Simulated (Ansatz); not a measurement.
System: TlWF6.

Input file:

```
crystal:
  lattice:
    - [0.0, 4.7576978246, 4.7576978246]
    - [4.7576978246, 0.0, 4.7576978246]
    - [4.7576978246, 4.7576978246, 0.0]
  atoms:
    - { symbol: Tl, position: [0.5, 0.5, 0.5] }
    - { symbol: W, position: [0.0, 0.0, 0.0], spin: 0.49 }
    - { symbol: F, position: [0.7989842003, 0.2010157997, 0.2010157997] }
    - { symbol: F, position: [0.2010157997, 0.7989842003, 0.7989842003] }
    - { symbol: F, position: [0.2010157997, 0.7989842003, 0.2010157997] }
    - { symbol: F, position: [0.7989842003, 0.2010157997, 0.7989842003] }
    - { symbol: F, position: [0.2010157997, 0.2010157997, 0.7989842003] }
    - { symbol: F, position: [0.7989842003, 0.7989842003, 0.2010157997] }
basis:
  ecutwfc: 420
kpoints:
  mp_grid: { grid: [8, 8, 8] }
hamiltonian:
  xc: pbe
scf:
  occupations: { method: gaussian, width: 0.1 }
output:
  forces: true
  stress: true
  eigenvalues: true
  populations: true
  write_density: true
  write_potential: true
  elf: true
  volumetric_format: npy
magnetization:
  spin_polarized: true
relax:
  adjacent_minimum: "off"
  f_tol: 0.01
  max_steps: 80
  cell: { stress_tol: 0.05 }
```

Launched as:

```sh
ansatz run input.yaml --threads 1 --pin off --max-ram 2048MiB --backend cpu --events-out ev --progress --plain --runs-dir out
```

Below, planes, directions and counts refer to the conventional cell (a = 9.54 Å, b = 9.54 Å, c = 9.54 Å, α = 90.00°, β = 90.00°, γ = 90.00°).

The fields are those of the relaxed geometry.

Space group Fm-3m; a structure generated by program, which may or may not match a known phase; spin-polarised.

Level of theory: DFT PBE, scalar-relativistic, plane waves, PAW in Ansatz 0.2.0.

What can the converged valence pseudo-density, electron localisation function and spin density tell about the bonding?

W–F (1.91 Å): ρ is about 1 e/Å³ halfway; the ELF peaks at about 0.80 in the valence shell of F, 0.6 Å from its nucleus, and drops to about 0.20 between the two atoms: no localised pair shows between them.
Tl–F (2.86 Å): ρ is about 0.13 e/Å³ halfway, with its minimum of 0.11 e/Å³ about 1.6 Å from Tl; the ELF is about 0.10 at the midpoint; no localised pair shows between them.
The spin density sits on W: +0.4 μB (×4) in one cell of 32 atoms: parallel main moments, as they must be, since the calculation's own cell holds one magnetic site. The cell of the calculation (8 atoms) carries 1.0 μB of net spin moment.

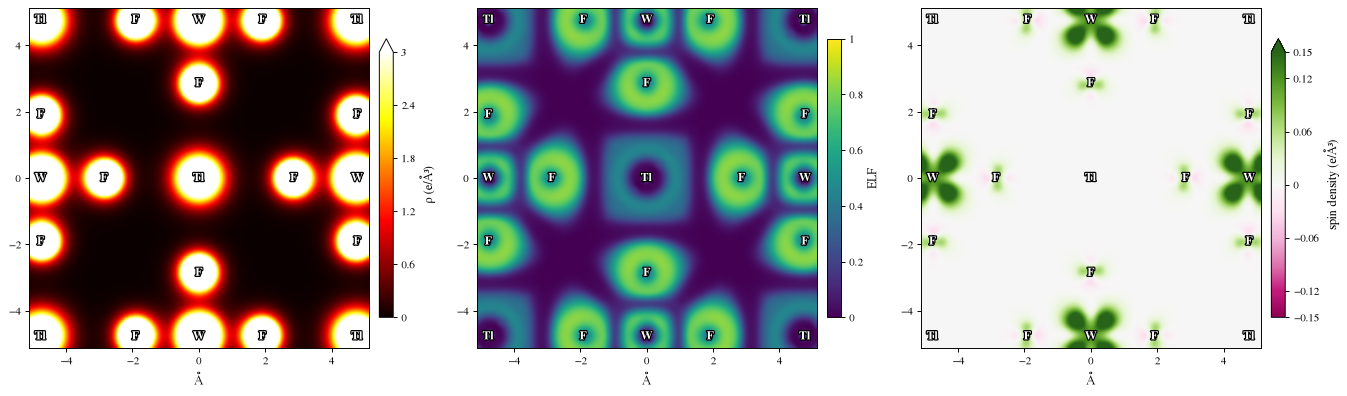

Computed valence pseudo-density, electron localisation function and spin density on the (001) plane of the conventional cell, in this order. 

Core electrons are frozen (PAW), and the valence fields are smoothed inside the atomic spheres.
